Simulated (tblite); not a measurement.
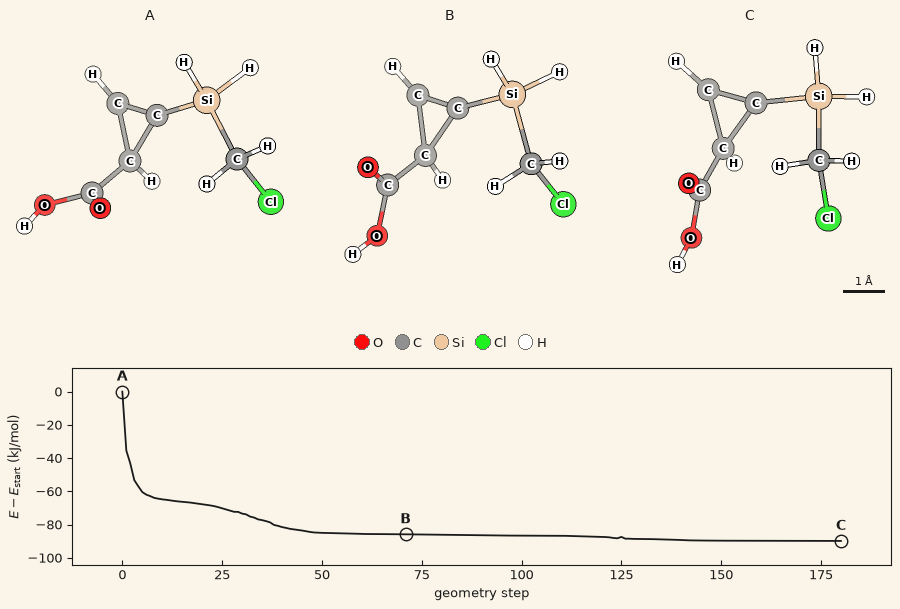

Frames of a relaxation of C$_{5}$H$_{7}$ClO$_{2}$Si, marked on the history of the run. A ball-and-stick model, seen at a tilt.

Computed with tblite, GFN2-xTB geometry optimisation, gas phase. 

What happens along the run?

Answer. Over 180 geometry steps the energy falls by 89.8 kJ/mol. The atom that moves furthest after the best rigid fit is an H atom (1.60 Å). By element the largest moves are H 1.60 Å, O 1.40 Å, Cl 1.14 Å, C 0.52 Å, Si 0.35 Å. Near-neighbour distances that change, for instance: C–Si 1.705 → 1.858 Å, C–C 1.451 → 1.534 Å, C–Si 1.839 → 1.912 Å, C–C 1.452 → 1.500 Å. Bond angles that change, for instance: C–Si–C 115.6° → 104.4°, H–Si–H 103.7° → 113.5°, C–O–H 103.0° → 110.0°. Groups turn about C–C by about 70°. Cost: 2.8 s on 1 thread of Arm Neoverse N1, on a shared host. From step 0 to 71: an O atom moves most (1.28 Å), energy −85.8 kJ/mol. From step 71 to 180: the Cl atom moves most (1.02 Å), energy −3.99 kJ/mol.
